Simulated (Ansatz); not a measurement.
## Electronic structure of C5H8O3Zr (SMILES [OH][Zr]1234([OH])([OH])[CH]5[CH]1[CH]2[CH]3[CH]54) in real space

```yaml
atoms:
  - { symbol: O, position_ang: [1.7418, 1.0223, -1.5590] }
  - { symbol: Zr, position_ang: [0.6838, -0.3758, -0.7173] }
  - { symbol: O, position_ang: [1.9697, -1.6193, 0.0464] }
  - { symbol: O, position_ang: [-0.1616, -1.3370, -2.1797] }
  - { symbol: C, position_ang: [-0.0890, 1.3982, 0.9297] }
  - { symbol: C, position_ang: [-1.1397, 1.2331, -0.0007] }
  - { symbol: C, position_ang: [-1.6745, -0.0596, 0.1737] }
  - { symbol: C, position_ang: [-0.9470, -0.6995, 1.1973] }
  - { symbol: C, position_ang: [0.0302, 0.2063, 1.6682] }
  - { symbol: H, position_ang: [1.9690, 1.9429, -1.6456] }
  - { symbol: H, position_ang: [2.3124, -2.0857, 0.8025] }
  - { symbol: H, position_ang: [-0.9307, -1.6749, -2.6274] }
  - { symbol: H, position_ang: [0.5296, 2.2766, 1.0385] }
  - { symbol: H, position_ang: [-1.4673, 1.9646, -0.7251] }
  - { symbol: H, position_ang: [-2.4822, -0.4935, -0.3962] }
  - { symbol: H, position_ang: [-1.1007, -1.7085, 1.5514] }
  - { symbol: H, position_ang: [0.7561, 0.0099, 2.4432] }
```

Geometry: PBE0-D4/def2-TZVP; core potentials replace the inner electrons of Zr.

These are results of RKS PBE0-D4/def2-TZVPP in Ansatz 0.2.0, not measurements.

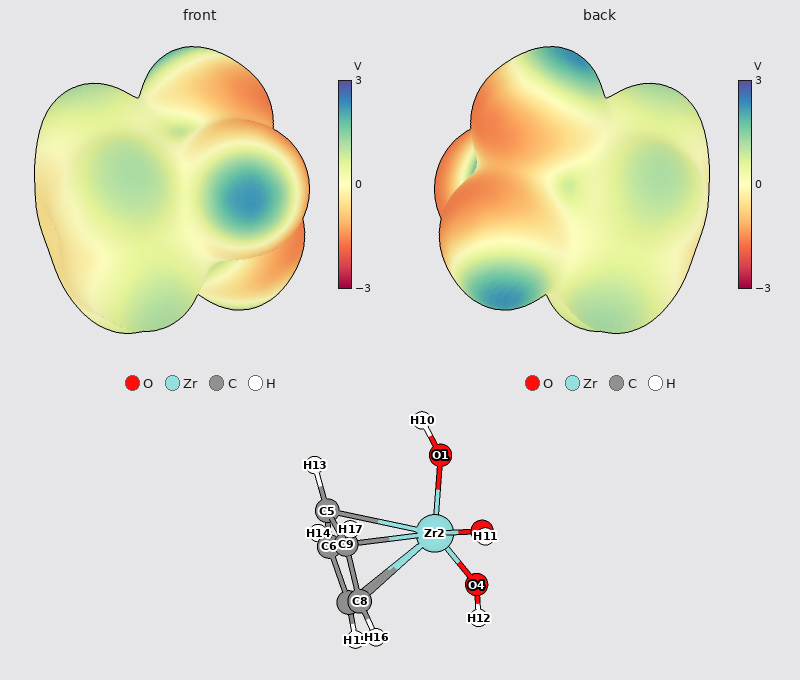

Figure 1. The electrostatic potential painted on the density surface at 0.002 e/bohr³, seen from the front and from behind; red is negative and blue positive. The bare structure is drawn below in the same view.

**Where is the surface potential most negative and most positive?**

The most negative region (about −1.6 V) lies over O1, O3 and O4, the most positive (about +2.2 V) over H10, H11 and H12.

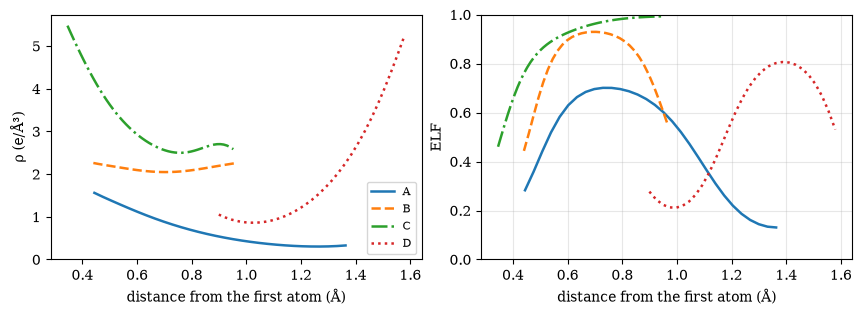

Figure 2. Electron density and electron localisation function along straight lines between neighbouring atoms. The curves leave out the atomic cores.

**Which curve belongs to which contact (C–C, C–Zr, O–H and Zr–O)? The first atom named is at distance zero.**

Curve A: C–Zr (2.54 Å): the density is about 0.3 e/Å³ at the midpoint; the ELF peaks at about 0.70 in the valence shell of C, 0.7 Å from its nucleus, and is about 0.15 at the midpoint. Curve B: C–C (1.41 Å): ρ is about 2 e/Å³ halfway; the ELF peaks at about 0.95 between the atoms (localised, covalent bonding). Curve C: O–H (0.95 Å): ρ is about 3.9 e/Å³ halfway; the ELF climbs to about 1 towards the hydrogen, as it does in any bond to H: an ordinary covalent bond to hydrogen. Curve D: Zr–O (1.94 Å): ρ at the midpoint is about 0.89 e/Å³; the ELF peaks at about 0.80 in the valence shell of O, 0.6 Å from its nucleus, and drops to about 0.20 between the two atoms.
